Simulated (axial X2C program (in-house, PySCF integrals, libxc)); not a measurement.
# ITi: bond curves with and without spin–orbit coupling, part 1 of 2

What are the state, bond length, wavenumber and bond energy of ITi, and what does spin–orbit coupling change?

Program: an in-house X2C program for linear molecules on PySCF integrals. Level of theory: all-electron X2C, I dyall-cv3z, Ti dyall-cv3z. These are calculated values, not measurements.

## Step 1: The job

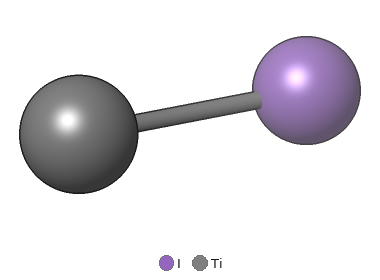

The two atoms at 2.690 Å (iodine purple, titanium grey).

task.json

```json
{"zs": [53, 22], "q": 0, "bas": ["dyall-cv3z", "dyall-cv3z"], "levels": ["PBE0", "HF", "PBE50"], "cc": true, "r0": 2.69, "thr": -1.0, "nmax": 90, "npts": 10, "nst": 2, "ntry": 6}
```

Keys: zs atomic numbers; q charge; bas basis sets; levels methods (HF also brings MP2); cc coupled cluster on or off; r0 starting distance in Å; thr threshold in hartree for freezing inner shells (an s shell follows its p shell); nmax most natural virtual spinors; npts points asked for on the curve; nst determinants followed; ntry starts of the search.

The run is started by

```
$ python so2c.py task.json out
```

Spin-free means the one-electron spin-free X2C Hamiltonian; two-component (2c) means X2C with spin–orbit coupling and atomic mean-field two-electron Coulomb and Gaunt terms. Basis: I dyall-cv3z contracted to [11s12p8d4f1g], Ti dyall-cv3z contracted to [10s10p6d4f2g]; Gaussian nuclei, density fitting. Masses: I 126.904 u, Ti 47.948 u.

Notation: σ, π±, δ± give the projection m of an orbital's angular momentum (0, ±1, ±2), α and β its spin, Λ and M_S the sums; ω is the projection of a spinor's total angular momentum and Ω the sum. Logs are in hartree.

The results follow Hamiltonian by Hamiltonian and level by level.

## Step 2: State search with PBE0

Determinants are compared with PBE0 at 2.690 Å.

Spin-free determinants:

| ΔE (eV) | state | open shells |
| --- | --- | --- |
| 0.00 | M_S = 3/2, Λ = 3 | beyond closed shells: σα, π+α, δ+α |
| 0.09 | M_S = 3/2, Λ = 0 | beyond closed shells: σα, δ+α, δ-α |
| 0.13 | M_S = 3/2, Λ = 1 | beyond closed shells: σα, π-α, δ+α |
| 0.21 | M_S = 3/2, Λ = 0 | beyond closed shells: σα, π+α, π-α |
| 0.28 | M_S = 3/2, Λ = 2 | beyond closed shells: 2 × σα, δ+α |
| 0.50 | M_S = 1/2, Λ = 2 | beyond closed shells: δ+α |
| 0.61 | M_S = 1/2, Λ = 3 | beyond closed shells: σβ, π+α, δ+α |

Two-component determinants:

```csv
ΔE (eV),state,open shells
0.00,Ω = 3/2,excess of +ω over −ω: ω = 3/2
0.07,Ω = 9/2,"excess of +ω over −ω: ω = 1/2, ω = 3/2, ω = 5/2"
0.12,Ω = 3/2,"excess of +ω over −ω: ω = 1/2, ω = -3/2, ω = 5/2"
0.16,Ω = 5/2,excess of +ω over −ω: ω = 5/2
0.18,Ω = 1/2,excess of +ω over −ω: ω = 1/2
0.31,Ω = 1/2,"excess of +ω over −ω: 2 × ω = -1/2, ω = 3/2"
0.33,Ω = 7/2,"excess of +ω over −ω: 2 × ω = 1/2, ω = 5/2"
```

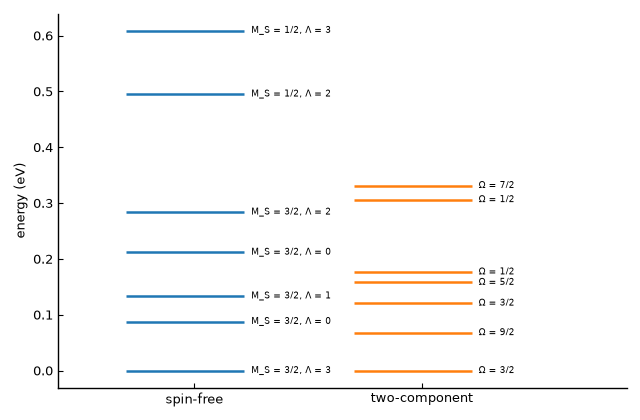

The determinants found, each set from its own lowest.

## Step 3: PBE0, spin-free

State followed: M_S = 3/2, Λ = 3 (beyond closed shells: σα, π+α, δ+α). The scan is laid around 2.625 Å, a first estimate of the minimum, and this SCF restarts from the orbitals of the search.

The SCF at the reference distance of 2.625 Å:

```text
spin-free X2C-1e  PBE0
basis functions 240  fitting functions 1282  grid points 5804
iter        total energy     max residual
   1      -7966.871174363     6.88e+00
   2      -7968.952197643     4.86e-02
   3      -7968.940671427     7.95e-02
   4      -7968.974193489     7.39e-03
   5      -7968.975433961     7.27e-03
   6      -7968.975705200     1.59e-03
   7      -7968.975733352     7.55e-04
   8      -7968.975744978     4.51e-04
   9      -7968.975750450     2.78e-04
  10      -7968.975751779     2.77e-05
  11      -7968.975751849     1.49e-05
  12      -7968.975751854     2.78e-06
  13      -7968.975751854     5.20e-07
converged
one-electron -11396.19331328  Coulomb 3417.36423249  exact exchange -55.44817968  xc functional -169.75396869  nuclear repulsion 235.05547731
```

Along the bond, energies from the lowest point:

```csv
R (Å),E (eV),μ (D),HOMO (eV),LUMO (eV),iterations
2.284,0.7271,3.18,-4.84,-1.79,14
2.389,0.2970,3.49,-5.08,-1.94,13
2.467,0.1155,3.76,-5.15,-2.05,13
2.546,0.0237,4.05,-5.21,-2.17,13
2.625,0.0000,4.37,-5.28,-2.28,13
2.717,0.0362,4.78,-5.37,-2.42,13
2.809,0.1219,5.21,-5.46,-2.55,13
2.927,0.2807,5.78,-5.58,-2.71,13
3.071,0.5188,6.51,-5.71,-2.90,14
3.281,0.9001,7.59,-5.89,-3.19,14
```

Dipoles are positive if Ti is the positive end.

Outer orbitals at the reference distance:

```
symmetry  occupied  ε (eV)             atomic character
      σβ       yes  -18.16    75% I s, 9% Ti p, 8% Ti d
      σα       yes  -18.15    74% I s, 9% Ti p, 8% Ti d
      σα       yes   -8.23   76% I p, 11% Ti s, 8% Ti d
      σβ       yes   -8.05    80% I p, 8% Ti s, 6% Ti d
     π+α       yes   -7.47   65% I p, 27% Ti d, 3% Ti f
     π-α       yes   -7.22   79% I p, 11% Ti d, 5% Ti p
     π-β       yes   -7.19    81% I p, 8% Ti d, 5% Ti f
     π+β       yes   -7.19    81% I p, 8% Ti d, 5% Ti f
     δ+α       yes   -6.01                    100% Ti d
     π+α       yes   -5.60   74% Ti d, 18% I p, 5% Ti p
      σα       yes   -5.28  59% Ti s, 30% Ti d, 8% Ti p
     π-α        no   -2.28   84% Ti d, 11% Ti p, 3% I p
      σα        no   -2.24  52% Ti d, 31% Ti p, 9% Ti s
     δ-α        no   -2.12                    100% Ti d
      σβ        no   -2.03  76% Ti s, 14% Ti p, 6% Ti d
```

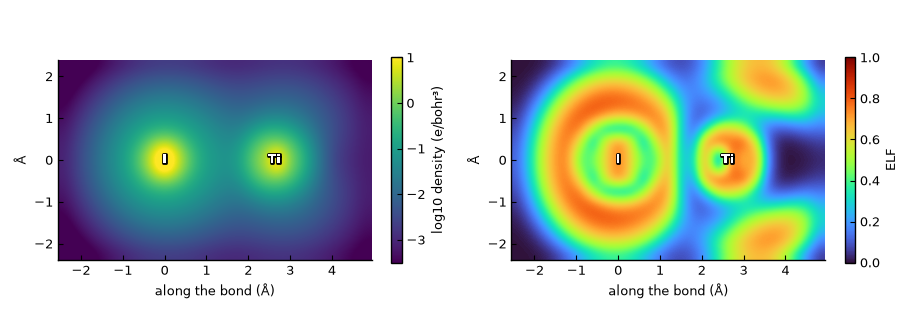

PBE0 fields in a plane through the axis, from a grid of 0.3 Å; I lies at z = 0 and Ti at z = 2.625 Å; the ELF is damped to zero where the density is low.

Re = 2.618 Å, ωe = 256.5 cm⁻¹, ωexe = 0.646 cm⁻¹, Be = 0.07066 cm⁻¹, De = 3.48 eV, μ = 4.35 D.

## Step 4: HF, spin-free

The SCF at the reference distance of 2.625 Å:

```text
spin-free X2C-1e  HF
basis functions 240  fitting functions 1282  grid points 5804
iter        total energy     max residual
   1      -7965.566322195     2.40e-01
   2      -7965.600762344     2.29e-02
   3      -7965.605093800     8.53e-03
   4      -7965.606870442     7.32e-03
   5      -7965.608674342     5.27e-03
   6      -7965.610317556     4.35e-03
   7      -7965.611893860     2.38e-03
   8      -7965.612279876     1.12e-03
   9      -7965.612383477     3.20e-04
  10      -7965.612386537     9.28e-05
  11      -7965.612386938     6.39e-05
  12      -7965.612387049     3.54e-05
  13      -7965.612387080     7.56e-06
  14      -7965.612387083     1.39e-06
  15      -7965.612387083     1.09e-06
converged
one-electron -11393.85527665  Coulomb 3415.07342000  exact exchange -221.88600774  xc functional 0.00000000  nuclear repulsion 235.05547731
```

Re = 2.762 Å, ωe = 233.4 cm⁻¹, ωexe = 0.571 cm⁻¹, Be = 0.0635 cm⁻¹, De = 2.92 eV, μ = 4.21 D.

## Step 5: PBE50, spin-free

The SCF at the reference distance of 2.625 Å:

```text
spin-free X2C-1e  PBE50
basis functions 240  fitting functions 1282  grid points 5804
iter        total energy     max residual
   1      -7969.086937072     8.28e-02
   2      -7969.091595264     7.56e-03
   3      -7969.091826714     3.61e-03
   4      -7969.092096799     1.99e-03
   5      -7969.092186642     1.28e-03
   6      -7969.092246700     8.77e-04
   7      -7969.092327344     4.63e-04
   8      -7969.092373357     1.77e-04
   9      -7969.092378860     4.95e-05
  10      -7969.092379203     1.49e-05
  11      -7969.092379211     5.97e-06
  12      -7969.092379213     1.46e-06
converged
one-electron -11396.18411032  Coulomb 3417.38563672  exact exchange -110.92469466  xc functional -114.42468826  nuclear repulsion 235.05547731
```

Re = 2.639 Å, ωe = 255.0 cm⁻¹, ωexe = 0.612 cm⁻¹, Be = 0.06956 cm⁻¹, De = 3.45 eV, μ = 4.48 D.

## Step 6: Correlated methods, spin-free

Correlated methods: 11 electrons correlated (frozen shells, counted by type: I 4 s, 3 p, 2 d; Ti 3 s, 2 p), 329 virtual spinors in MP2, 90 natural virtuals in coupled cluster.

Output of the correlated part at 2.625 Å:

```text
correlated 11  virtual 329  natural virtual 90  E(MP2) -0.177647278  MP2 remainder -0.006999949
iter   CCSD correlation   residual
   1     -0.184403195   9.51e-02
   2     -0.189645762   4.01e-02
   3     -0.190861774   2.11e-02
   4     -0.191246609   1.32e-02
   5     -0.191466311   7.42e-03
   6     -0.191556384   4.35e-03
   7     -0.191581474   2.05e-03
   8     -0.191591553   7.90e-04
   9     -0.191589363   3.32e-04
  10     -0.191591456   1.72e-04
  11     -0.191590976   9.07e-05
  12     -0.191591249   4.81e-05
  13     -0.191591184   2.34e-05
  14     -0.191591321   1.14e-05
  15     -0.191591406   5.18e-06
  16     -0.191591447   2.55e-06
  17     -0.191591472   1.28e-06
  18     -0.191591485   7.44e-07
(T) -0.008116641  T1 0.0401  D1 0.1121  max T2 0.042
```

T1 in the output is the amplitude norm over the root of the electron number; divide by √2 for the Lee–Taylor value.

MP2: Re = 2.702 Å, ωe = 242.5 cm⁻¹, Be = 0.06635 cm⁻¹, De = 3.30 eV.

CCSD: Re = 2.692 Å, ωe = 243.9 cm⁻¹, ωexe = 0.565 cm⁻¹, Be = 0.06684 cm⁻¹, De = 3.00 eV. T1 at Re = 0.027 (Lee–Taylor, the printed value over √2).

CCSD(T): Re = 2.687 Å, ωe = 244.4 cm⁻¹, ωexe = 0.564 cm⁻¹, Be = 0.0671 cm⁻¹, De = 3.05 eV. T1 at Re = 0.027 (Lee–Taylor, the printed value over √2).

## Step 7: A higher determinant, spin-free

State: M_S = 3/2, Λ = 0 (beyond closed shells: σα, δ+α, δ-α).

Output at the reference distance:

```text
spin-free X2C-1e  PBE0
basis functions 240  fitting functions 1282  grid points 5804
iter        total energy     max residual
   1      -7966.884169430     6.56e+00
   2      -7968.949357939     5.08e-02
   3      -7968.932663169     9.02e-02
   4      -7968.970532631     1.12e-02
   5      -7968.972453534     7.64e-03
   6      -7968.972717513     1.92e-03
   7      -7968.972748687     7.53e-04
   8      -7968.972761050     6.07e-04
   9      -7968.972768290     2.04e-04
  10      -7968.972769266     1.50e-05
  11      -7968.972769289     1.04e-05
  12      -7968.972769290     4.56e-06
converged
one-electron -11396.81341219  Coulomb 3418.03038288  exact exchange -55.45325623  xc functional -169.79196106  nuclear repulsion 235.05547731
```

```csv
R (Å),E above the lowest PBE0 point (eV)
2.284,0.752
2.389,0.343
2.467,0.175
2.546,0.095
2.625,0.081
2.717,0.127
2.809,0.219
2.927,0.383
3.071,0.623
```

Re = 2.604 Å, ωe = 258.5 cm⁻¹, ωexe = 0.692 cm⁻¹, Be = 0.07141 cm⁻¹, μ = 5.08 D. Te = 0.08 eV.

## Step 8: The spin-free curves together

Energy (eV) of the followed determinant, spin-free, from each level's lowest point:

```csv
R (Å),PBE0,HF,MP2,CCSD,CCSD(T),PBE50
2.284,0.727,1.435,1.094,n/a,n/a,0.822
2.389,0.297,0.758,0.537,0.503,0.483,0.355
2.467,0.115,0.424,0.273,0.249,0.235,0.150
2.546,0.024,0.202,0.109,0.094,0.086,0.039
2.625,0.000,0.070,0.024,0.016,0.012,0.000
2.717,0.036,0.000,0.000,0.000,0.000,0.022
2.809,0.122,0.000,0.037,0.043,0.046,0.098
2.927,0.281,0.072,0.148,0.160,0.166,0.249
3.071,0.519,0.231,0.345,n/a,n/a,0.483
3.281,0.900,0.538,0.692,n/a,n/a,0.867
```

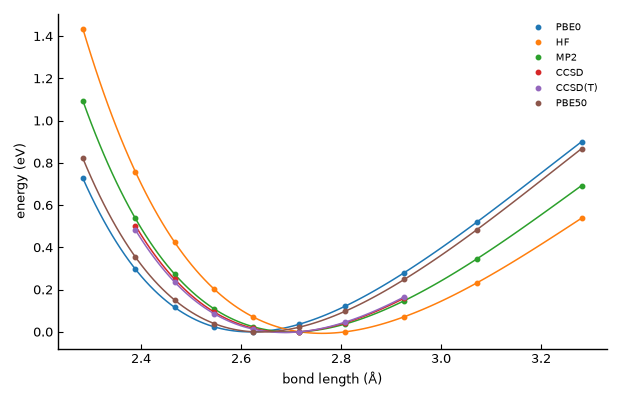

Curves of the followed state, spin-free, each from its own lowest point.

(Continued in part 2 of 2.)
